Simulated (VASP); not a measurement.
Band structure of KTaO$_{3}$ (cubic perovskite). All values below come from revPBE GGA, VASP's PBE PAW potentials (set 64) (plane waves; VASP).

Unless said otherwise, spin-orbit coupling is left out, though it shifts the bands of the heavy elements here.

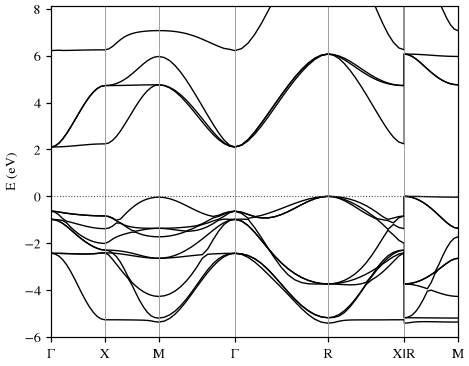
Figure: Bands along high-symmetry lines, zero at the valence-band maximum or, without a gap, the Fermi level

Task: Read the plot: is there a gap, and where are the band edges?

Result: The gap is indirect, 2.10 eV, from the valence maximum at R to the conduction minimum at Γ. (Edges off the drawn lines would not show.)

Measured: gap 3.64 eV (computed value off by -1.54 eV), as given by Burak Himmetoglu et al., Journal of Physics Condensed Matter (2016), arXiv:1601.06205.

The compound is KTaO3 in the cubic perovskite structure. It was relaxed first.
